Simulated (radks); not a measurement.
# Ru: atomic calculation

The neutral ruthenium atom in the configuration [Kr] 4d7 5s1 (high spin). It sits in a hard spherical wall of radius 6 bohr. Computed at this level: scalar-relativistic Kohn-Sham, PBEsol, spin-polarised, spherical densities, finite nucleus (the in-house radial solver radks).

**Input**
```
Z 44
configuration [Kr] 4d7 5s1 5p0 6s0 4f0
relativity scalar-relativistic
functional pbe_sol,pbe_sol
spin polarised
nucleus finite rms 4.4809 fm
wall 6 bohr
c 137.035999084
```

Energies in input and log are in hartree, lengths in bohr (the nuclear radius in fm).

**The program's output**
```
1s      1   1.0000        -805.63045727
2s      1   1.0000        -115.80733245
2p      1   3.0000        -103.73592759
3s      1   1.0000         -20.34752470
3p      1   3.0000         -16.38189783
3d      1   5.0000          -9.99624744
4s      1   1.0000          -2.78967448
4p      1   3.0000          -1.69233905
4d      1   5.0000          -0.18603904
5s      1   1.0000          -0.13689476
5p      1   0.0000           0.04380100
6s      1   0.0000           0.46851085
4f      1   0.0000           0.46522792
1s      2   1.0000        -805.62971773
2s      2   1.0000        -115.79325397
2p      2   3.0000        -103.72509098
3s      2   1.0000         -20.33888372
3p      2   3.0000         -16.37226019
3d      2   5.0000          -9.98239584
4s      2   1.0000          -2.72415561
4p      2   3.0000          -1.62197796
4d      2   2.0000          -0.10756498
5s      2   0.0000          -0.06777612
5p      2   0.0000           0.10430294
6s      2   0.0000           0.51853029
4f      2   0.0000           0.51587169
Etot -4528.400215329552
Ekin 4682.4846003910225
Encl -10928.478179343767
Eh 1848.7513621902986
Exc -131.15799856710572
err 1.7641364090876698e-09
it 14
```

**Orbitals**

| orbital | occupation | energy (eV) | ⟨r⟩ (bohr) | outer maximum (bohr) |
| --- | --- | --- | --- | --- |
| 1s up | 1 | −21922.3 | 0.03345 | 0.0217 |
| 1s down | 1 | −21922.3 | 0.03345 | 0.0217 |
| 2s up | 1 | −3151.3 | 0.1457 | 0.123 |
| 2s down | 1 | −3150.9 | 0.1457 | 0.123 |
| 2p up | 3 | −2822.8 | 0.1270 | 0.0983 |
| 2p down | 3 | −2822.5 | 0.1270 | 0.0983 |
| 3s up | 1 | −553.684 | 0.4030 | 0.362 |
| 3s down | 1 | −553.449 | 0.4030 | 0.362 |
| 3p up | 3 | −445.774 | 0.4033 | 0.355 |
| 3p down | 3 | −445.512 | 0.4032 | 0.355 |
| 3d up | 5 | −272.012 | 0.3843 | 0.301 |
| 3d down | 5 | −271.635 | 0.3842 | 0.301 |
| 4s up | 1 | −75.911 | 1.020 | 0.915 |
| 4s down | 1 | −74.128 | 1.017 | 0.913 |
| 4p up | 3 | −46.051 | 1.131 | 0.983 |
| 4p down | 3 | −44.136 | 1.127 | 0.981 |
| 4d up | 5 | −5.062 | 1.680 | 1.22 |
| 5s up | 1 | −3.725 | 2.921 | 2.65 |
| 4d down | 2 | −2.927 | 1.687 | 1.21 |
| 5s down | 0 | −1.844 | 2.979 | 2.70 |
| 5p up | 0 | 1.192 | 3.289 | 3.18 |
| 5p down | 0 | 2.838 | 3.352 | 3.27 |
| 4f up | 0 | 12.659 | 3.745 | 3.91 |
| 6s up | 0 | 12.749 | 3.621 | 4.52 |
| 4f down | 0 | 14.038 | 3.811 | 4.00 |
| 6s down | 0 | 14.110 | 3.599 | 4.55 |

**Slater integrals of the outer shells (hartree)**

```csv
integral,value
"F0(5s,5s)",0.3074
"F0(5s,4d)",0.3622
"G2(5s,4d)",0.0794
"F0(5s,4p)",0.3819
"G1(5s,4p)",0.0239
"F0(5s,4s)",0.3854
"G0(5s,4s)",0.0152
"F0(5s,5p)",0.2876
```

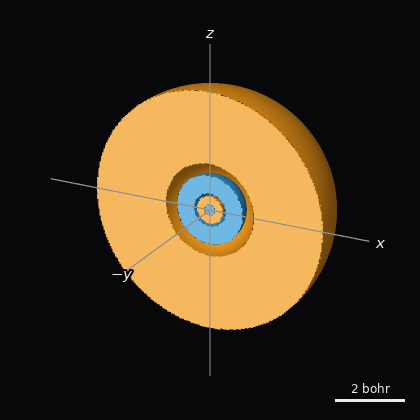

Fig. 1: The 5s orbital of up spin. The surface of constant |ψ| that holds about 80 % of the electron is drawn, orange where ψ is positive and blue where it is negative, with the half in front of the xz plane cut away and the cut face painted. The radial function comes from the spherical calculation and is multiplied by a real spherical harmonic; the overall sign is chosen so that the largest lobe of P(r) is positive; at the scalar-relativistic level it is the large component. It has no angular node and 4 radial nodes, at r = 0.0422, 0.169, 0.467 and 1.24 bohr; only the outer 2 can be made out at this scale. The outermost maximum of P² lies at 2.65 bohr, ⟨r⟩ = 2.92 bohr, 90 % of the charge lies within 4.17 bohr, and the eigenvalue is −3.73 eV, with 1 electron in the shell for this spin.

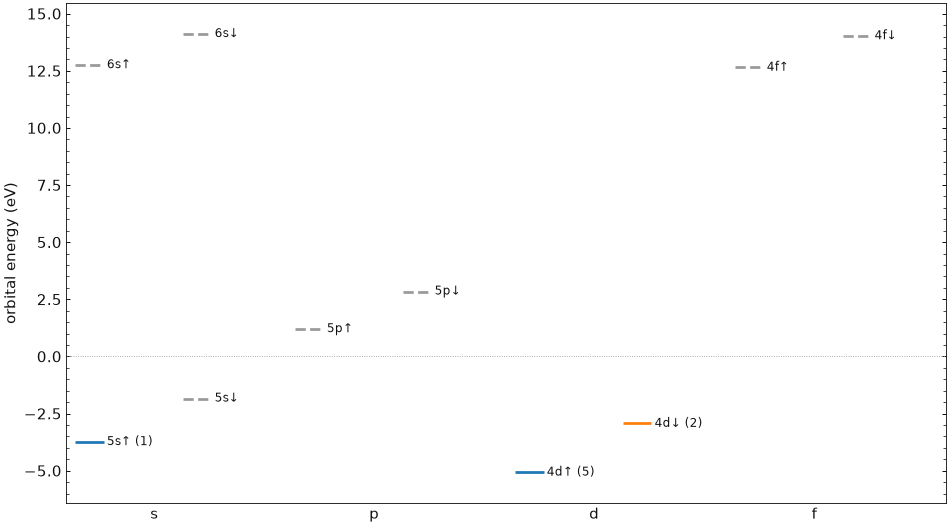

Fig. 2: The outer levels are drawn by angular momentum (occupations in brackets, up spins at the left of each column and down spins at the right, empty levels dashed). The highest occupied level is 4d down at −2.93 eV. From the top down the occupied levels run 4d down (−2.93 eV), 5s up (−3.73 eV), 4d up (−5.06 eV). The lowest empty level drawn is 5s down at −1.84 eV. The largest exchange splitting (down less up) among the shells drawn in both spins is that of 4d, 2.14 eV.

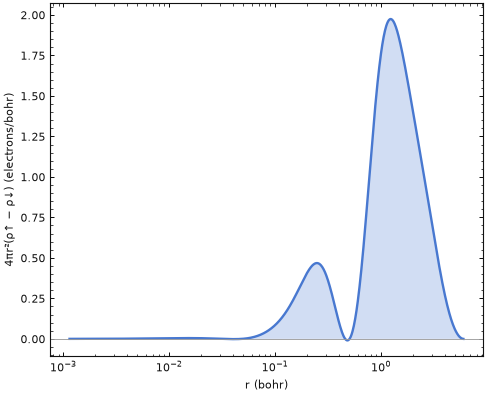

Fig. 3: The radial spin density. The curve integrates to 4 unpaired electrons, held by 4d (+3) and 5s (+1). Its largest value, 1.97 electrons/bohr, lies near r = 1.2 bohr. Regions of the opposite sign are negligible.

**Key numbers**

| quantity | value |
| --- | --- |
| outcome | converged |
| total energy | −4528.4002 hartree |
| kinetic energy | 4682.4846 hartree |
| electron–nucleus energy | −10928.4782 hartree |
| Hartree energy | 1848.7514 hartree |
| exchange–correlation energy | −131.157999 hartree |
| radius at density 0.001 e/bohr³ | 4.36 bohr |
| pressure on the wall | 2.36 GPa |
| SCF iterations | 14 |
| hardware | 1 CPU thread, shared host |
